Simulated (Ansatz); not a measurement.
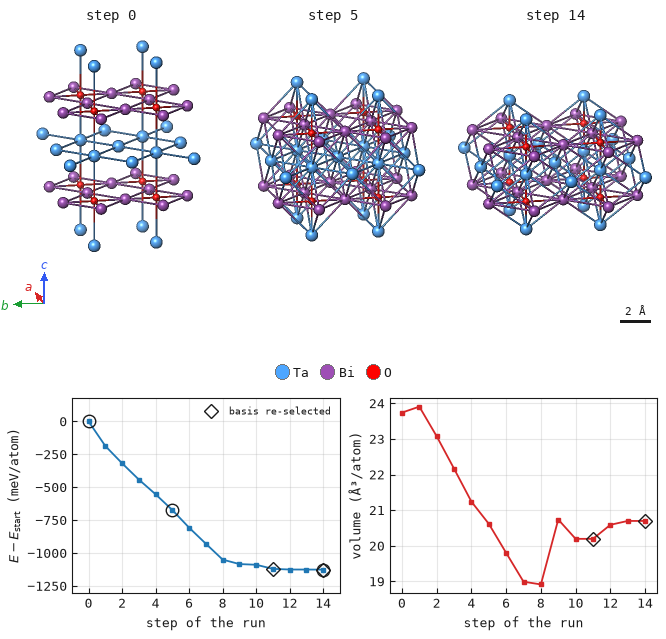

Frames of a relaxation of a crystal of Ta₂Bi₂O (a generated structure, set up in P4/mmm) (coarse preliminary run), marked on the history of the run. Style: ball-and-stick. Shown: the cell of the calculation, from a free direction.

Computed with DFT PBE, scalar-relativistic, plane waves, PAW in Ansatz 0.2.0.

The input:
```yaml
crystal:
  lattice:
    - [4.32959089, 0.0, 0.0]
    - [0.0, 4.32959089, 0.0]
    - [0.0, 0.0, 6.3325128]
  atoms:
    - { symbol: Ta, position: [0.5, 0.5, 0.5] }
    - { symbol: Ta, position: [0.0, 0.0, 0.5] }
    - { symbol: Bi, position: [0.0, 0.5, 0.0] }
    - { symbol: Bi, position: [0.5, 0.0, 0.0] }
    - { symbol: O, position: [0.0, 0.0, 0.0] }
basis:
  ecutwfc: 420
kpoints:
  mp_grid: { grid: [4, 4, 4] }
hamiltonian:
  xc: pbe
scf:
  occupations: { method: gaussian, width: 0.1 }
  lower_state_search: "off"
output:
  forces: true
  stress: true
  eigenvalues: true
relax:
  adjacent_minimum: "off"
  f_tol: 0.04
  max_steps: 70
  cell: { stress_tol: 0.4 }
```

Run as
```bash
ansatz run input.yaml --threads 1 --pin off --max-ram 2560MiB --backend cpu --events-out ev --progress --plain --runs-dir out
```

Question: Describe the path.

Answer: The atoms keep their places relative to the cell (all moves are under 0.005 Å). The volume changes by −12.8 %, with a = b 4.330 → 5.178 Å (+19.6 %), c 6.333 → 3.860 Å (−39.0 %). Among the contacts that change: Ta2–O5 3.166 → 1.930 Å, Ta1–Bi3 3.836 → 3.229 Å, Bi3–Bi4 3.061 → 3.662 Å, Ta1–Ta2 3.061 → 3.662 Å. The space group stays P4/mmm (No. 123). After 12 accepted moves (14 points after the start) the energy has fallen by 1125 meV per atom. All forces vanish by symmetry, so only the cell relaxes. Pressure: 3.62 GPa at the start and 0.08 GPa at the end. The SCF was repeated twice at an unchanged geometry on a basis and grid sized afresh for the cell, which shifted the energy by 31.2 meV per atom at most. From step 0 to 5: volume −13.1 %, energy −673 meV per atom. From step 5 to 14: volume +0.4 %, energy −452 meV per atom.

```tsv
step	E − E(0), meV/atom	pressure, GPa	volume, Å³/atom	note
0	0.00	3.62	23.741	
1	-186.55	-2.26	23.909	
2	-317.96	-2.76	23.077	
3	-441.46	-2.46	22.167	
4	-553.31	-1.40	21.241	
5	-673.33	-1.61	20.620	
6	-806.88	0.98	19.803	
7	-928.91	6.49	18.994	
8	-1049.27	9.42	18.917	
9	-1083.27	-3.02	20.739	
10	-1088.38	0.38	20.197	
11	-1119.61	2.14	20.197	same geometry, new basis
12	-1124.56	0.41	20.591	
13	-1124.82	0.04	20.700	
14	-1125.39	0.08	20.700	same geometry, new basis
```
